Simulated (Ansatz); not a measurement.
# InH₂+ (singlet): correlated methods under varied settings at distance In1–H2 = 2.062 Å

What do other methods and options give for InH₂+ (singlet) at this geometry, and how long do they take?

Program: Ansatz 0.2.0, Gaussian basis. Level of theory: the settings change from run to run. These are calculated values, not measurements.

31 further runs of the same task are left out: 12 for a known fault of the program, 1 for a mislabelled method, 14 that didn't finish, 4 set aside as unsound or not needed.

## Step 1: What is computed

The geometry derives from a PBE0/def2-TZVP stationary point (not a proven minimum). One bond is set to the value named and the two fragments are kept rigid. No spin-orbit coupling is included. Elements past krypton take def2 core potentials.

3 atoms, charge 1, spin multiplicity 1.

Atoms are counted from 1 here; the program's logs count them from 0.

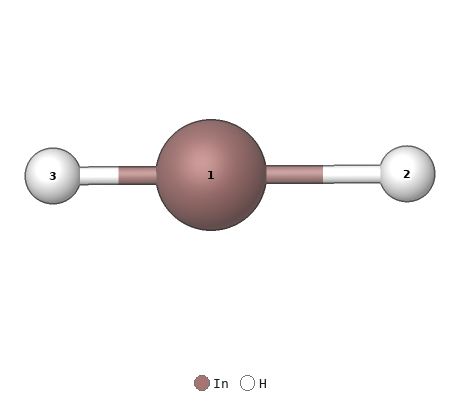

The geometry (indium brown, hydrogen white); atoms are numbered from 1 in the order of the file.

## Step 2: BCCD on UHF/def2-mTZVP

in.yaml reads:

```yaml
crystal:
  periodic: [false, false, false]
  atoms:
    - {symbol: In, position_ang: [0.000000, 0.000000, 0.132200]}
    - {symbol: H, position_ang: [0.000000, 0.000000, -1.929800]}
    - {symbol: H, position_ang: [0.000000, 0.000000, 1.797600]}
basis:
  gaussian: {orbitals: def2-mTZVP}
total_charge: 1
magnetization: {spin_polarized: true, initial_magnetization: 0}
correlation: {method: bccd, electrons: valence}
scf: {lower_state_search: off}
```

The run is started by

```bash
$ ansatz run in.yaml --threads 1 --pin off --events-out ev --progress --plain --max-ram 2393MiB
```

The log of the run:

```text
Functional definition: HF
  name "HF"
  cite "Fock, Z. Phys. 61, 126 (1930) doi:10.1007/BF01340294"
  parent pbe
  exchange = exact_x
  correlation = 0
these checks for a lower state are left out or cut short: stability, starts, cluster_reference, orbital_swaps, neighbouring_geometries, increment
509 factors; integrals over basis functions are off by at most 2.1e-4 eV
mean field evaluation 1: about -5171.5599 eV, gradient 4.8e0 eV
mean field evaluation 2: about -5171.5774 eV, gradient 4.8e0 eV
mean field evaluation 4: about -5171.8970 eV, gradient 1.8e-1 eV
mean field evaluation 8: about -5171.8973 eV, gradient 2.3e-6 eV
mean field -5171.89726385 eV, -190.0637188085 hartree, gradient 3.1e-6 eV, S^2 0.000000; 0 other end points of the search recorded, 0 dependent functions left out
4 core orbitals not correlated: weight in the atoms' cores, before any rotation towards them, 1.000 or more for the frozen orbitals, at most 0.000 for the correlated occupied ones
reference -5171.89726385 eV, -190.0637188085 hartree; 7, 7 occupied and 31, 31 virtual orbitals, 509 factors
second order -2.67384498 eV of doubles, -0.00000000 eV of singles
cycle   1  -2.97089296 eV  change   -3.0e-1 eV  update   7.0e-2
cycle   2  -3.20434243 eV  change   -2.3e-1 eV  update   3.3e-2
cycle   3  -3.24120563 eV  change   -3.7e-2 eV  update   1.3e-2
cycle   4  -3.24508202 eV  change   -3.9e-3 eV  update   5.5e-3
cycle   5  -3.24651615 eV  change   -1.4e-3 eV  update   1.6e-3
cycle   6  -3.24637224 eV  change    1.4e-4 eV  update   3.8e-4
cycle   7  -3.24624291 eV  change    1.3e-4 eV  update   1.0e-4
cycle   8  -3.24626300 eV  change   -2.0e-5 eV  update   2.9e-5
cycle   9  -3.24626844 eV  change   -5.4e-6 eV  update   9.2e-6
Total energy: -5175.14353229 eV, -190.1830169733 hartree
Checks for a lower state left out: stability, starts, cluster_reference, orbital_swaps, neighbouring_geometries, increment
```

Wall time 1.1 s (1 thread of Arm Neoverse V2, shared host).

From the report: ⟨S²⟩ of the determinant 0.000 (pure singlet: 0.00); correlation -3.2463 eV; largest double amplitude 0.17.

## Step 3: FCI/def2-mTZVP

in.yaml: that of step 2 with these lines changed.

```diff
@@ -9,4 +9,3 @@
 total_charge: 1
-magnetization: {spin_polarized: true, initial_magnetization: 0}
-correlation: {method: bccd, electrons: valence}
+correlation: {method: fci, electrons: outside_noble_gas}
 scf: {lower_state_search: off}
```

The command is unchanged.

The log of the run, cut to the lines that bear on the results:

```text
Functional definition: HF
  name "HF"
  cite "Fock, Z. Phys. 61, 126 (1930) doi:10.1007/BF01340294"
  parent pbe
[...]
864 factors; integrals over basis functions are off by at most 1.3e-7 eV
[...]
mean field -5171.89730678 eV, -190.0637203862 hartree, gradient 1.9e-6 eV, S^2 0.000000; 0 other end points of the search recorded, 0 dependent functions left out
9 core orbitals not correlated: weight in the atoms' cores, before any rotation towards them, 0.995 or more for the frozen orbitals, at most 0.003 for the correlated occupied ones
reference -5171.89730678 eV, -190.0637203862 hartree; 2, 2 occupied and 31, 31 virtual orbitals, 864 factors
state -5173.58348562 eV, -190.1256863156 hartree
Total energy: -5173.58348562 eV, -190.1256863156 hartree
Checks for a lower state left out: stability, starts, cluster_reference, orbital_swaps, neighbouring_geometries, increment
```

Wall time 1.4 s (1 thread of Arm Neoverse V2, shared host).

From the report: 78,032 determinants, symmetry A1.

## Step 4: CASSCF(4,9)/def2-mTZVP

in.yaml: that of step 3 with these lines changed.

```diff
@@ -9,3 +9,3 @@
 total_charge: 1
-correlation: {method: fci, electrons: outside_noble_gas}
-scf: {lower_state_search: off}
+correlation: {active_space: {window: {electrons: 4, orbitals: 9}}}
+output: {forces: true}
```

Same command.

The log of the run, cut to the lines that bear on the results:

```text
Functional definition: HF
  name "HF"
  cite "Fock, Z. Phys. 61, 126 (1930) doi:10.1007/BF01340294"
  parent pbe
[...]
509 factors; integrals over basis functions are off by at most 2.1e-4 eV
[...]
mean field -5171.89726385 eV, -190.0637188085 hartree, gradient 2.4e-6 eV, S^2 0.000000; 0 other end points of the search recorded, 0 dependent functions left out
reference -5171.89726385 eV, -190.0637188085 hartree; 11, 11 occupied and 31, 31 virtual orbitals, 509 factors
state -5173.48280372 eV, -190.1219863240 hartree
[...]
Total energy: -5173.48280372 eV, -190.1219863240 hartree
Atom 0 at     0.000000     0.000000     0.132200 Å, force     0.000000    -0.000000    -3.041672 eV/Å
Atom 1 at     0.000000     0.000000    -1.929800 Å, force     0.000000    -0.000000     2.219670 eV/Å
Atom 2 at     0.000000     0.000000     1.797600 Å, force     0.000000     0.000000     0.822002 eV/Å
Dipole moment:    -0.000000     0.000000     0.008051 e Å
```

It took 3.3 s on 1 thread of Arm Neoverse V2, shared host.

From the report: 1,296 determinants; active occupations 1.96, 1.90, 0.10, 0.02, 0.01, 0.01, 0.00, 0.00, 0.00.

## Step 5: HF/def2-TZVPP

in.yaml: that of step 4 with these lines changed.

```diff
@@ -7,5 +7,7 @@
 basis:
-  gaussian: {orbitals: def2-mTZVP}
+  gaussian: {orbitals: def2-TZVPP}
 total_charge: 1
-correlation: {active_space: {window: {electrons: 4, orbitals: 9}}}
-output: {forces: true}
+magnetization: {spin_polarized: false}
+hamiltonian: {xc: hf}
+accuracy: high
+output: {orbitals: {seedname: orbitals}}
```

The command is unchanged.

The log of the run:

```text
Functional definition: HF
  name "HF"
  cite "Fock, Z. Phys. 61, 126 (1930) doi:10.1007/BF01340294"
  parent pbe
  exchange = exact_x
  correlation = 0
1344 factors; integrals over basis functions are off by at most 3.5e-9 eV
mean field evaluation 1: about -5171.7435 eV, gradient 7.9e0 eV
mean field evaluation 2: about -5171.7434 eV, gradient 7.9e0 eV
mean field evaluation 4: about -5172.0626 eV, gradient 6.1e-1 eV
mean field evaluation 8: about -5172.0640 eV, gradient 1.2e-4 eV
mean field -5172.06402066 eV, -190.0698470082 hartree, gradient 9.9e-9 eV, S^2 0.000000; 0 other end points of the search recorded, 0 dependent functions left out
reference -5172.06402066 eV, -190.0698470082 hartree; 11, 11 occupied and 67, 67 virtual orbitals, 1344 factors
Total energy: -5172.06402066 eV, -190.0698470082 hartree
```

Run time: 1.7 s. Hardware: 1 thread of Arm Neoverse V2, shared host.

## Step 6: CASSCF(2,9)/def2-mTZVP

in.yaml reads:

```yaml
crystal:
  periodic: [false, false, false]
  atoms:
    - {symbol: In, position_ang: [0.000000, 0.000000, 0.132200]}
    - {symbol: H, position_ang: [0.000000, 0.000000, -1.929800]}
    - {symbol: H, position_ang: [0.000000, 0.000000, 1.797600]}
basis:
  gaussian: {orbitals: def2-mTZVP, point_charges: [{charge: -0.50, position_ang: [3.572, -0.774, 0.943]}]}
total_charge: 1
correlation: {active_space: {window: {electrons: 2, orbitals: 9}}}
scf: {lower_state_search: full}
```

Same command.

The log of the run:

```text
Functional definition: HF
  name "HF"
  cite "Fock, Z. Phys. 61, 126 (1930) doi:10.1007/BF01340294"
  parent pbe
  exchange = exact_x
  correlation = 0
509 factors; integrals over basis functions are off by at most 2.1e-4 eV
mean field evaluation 1: about -5173.5764 eV, gradient 6.9e0 eV
mean field evaluation 2: about -5173.5768 eV, gradient 6.9e0 eV
mean field evaluation 4: about -5173.9006 eV, gradient 3.3e-1 eV
mean field evaluation 8: about -5173.9011 eV, gradient 7.0e-5 eV
mean field -5173.90108598 eV, -190.1373579135 hartree, gradient 5.9e-7 eV, S^2 0.000000; 0 other end points of the search recorded, 0 dependent functions left out
reference -5173.90108598 eV, -190.1373579135 hartree; 11, 11 occupied and 31, 31 virtual orbitals, 509 factors
state -5174.72512748 eV, -190.1676408803 hartree
Total energy: -5174.72512748 eV, -190.1676408803 hartree
```

Run time: 11 s. Hardware: 1 thread of Arm Neoverse V2, shared host.

From the report: 81 determinants; active occupations 1.92, 0.07, 0.00, 0.00, 0.00, 0.00, 0.00, 0.00, 0.00.

## Step 7: The runs in one table

Where basis and cores are those of an earlier FCI/def2-TZVPP run (-5174.1840 eV), and the state is the same kind, the miss against it is given.

```csv
level,correlated,functions,energy (eV),from FCI (meV),time
BCCD on UHF/def2-mTZVP,valence,42,-5175.1435,,1.1 s
FCI/def2-mTZVP,outside noble gas,42,-5173.5835,,1.4 s
"CASSCF(4,9)/def2-mTZVP",,42,-5173.4828,,3.3 s
HF/def2-TZVPP,,78,-5172.0640,2119.9,1.7 s
"CASSCF(2,9)/def2-mTZVP (beside a point charge)",,42,-5174.7251,,11 s
```

## Step 8: Outcome

| quantity | value |
| --- | --- |
| runs | 5 |
| quickest | BCCD on UHF/def2-mTZVP, 1.1 s |
| slowest | CASSCF(2,9)/def2-mTZVP (beside a point charge), 11 s |

What this shows: Total energies in different bases, with other cores or another treatment of relativity can't be set against each other. CASSCF(2,9)/def2-mTZVP (beside a point charge) took 10 times as long as BCCD on UHF/def2-mTZVP; the jobs differ in more than the method. Hartree-Fock, CASSCF and CASCI lack dynamic correlation by design.
